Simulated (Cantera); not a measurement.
Charge: 1 mol CaO, 1.9 mol F2, 1.7 mol O2, held at 850 K.

Method: chemical equilibrium by Gibbs-energy minimisation in Cantera with the NASA 1993 tables (ideal gas, pure condensed phases). Candidate condensed phases: Ca, CaF2, CaO; 13 gas species. Equilibrium is a limit: real reactors are often held back by kinetics, nucleation or transport.

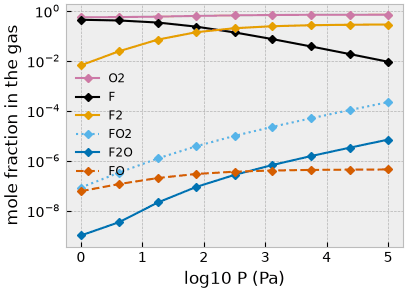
Fig. 1. Equilibrium gas composition (values under 1e-9 drawn at 1e-9)

Task: Read off the mole fractions at 13.0 mbar.

Result: O2 about 0.68, F2 about 0.24, F about 0.074, FO2 about 2.2e-5, F2O about 6.6e-7, FO about 4.0e-7.
